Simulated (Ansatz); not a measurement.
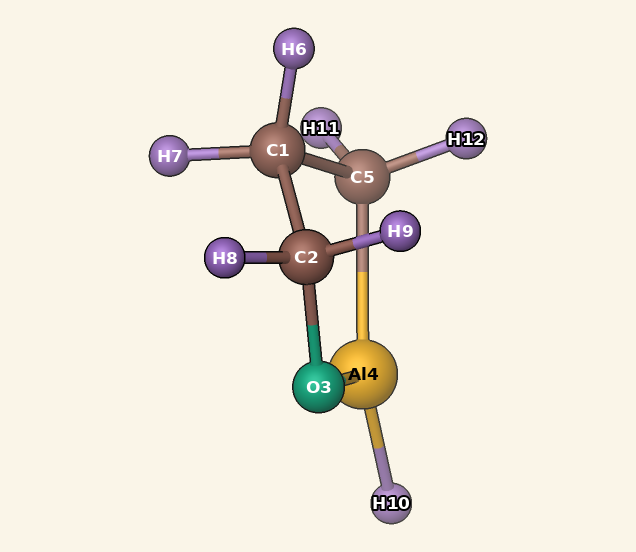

Al4 lies behind O3. The molecule seen a little off the O3–Al4 bond, O3 in front. Distant atoms are faded towards the background colour. Computed geometry: PBE-D4/def2-SVP optimisation. No frequency run is at hand to confirm it as a minimum.

Q: What is the torsion angle C2–O3–Al4–C5? The sign is positive where the front bond must turn clockwise to cover the back bond.

A: −2°, synperiplanar (eclipsed).
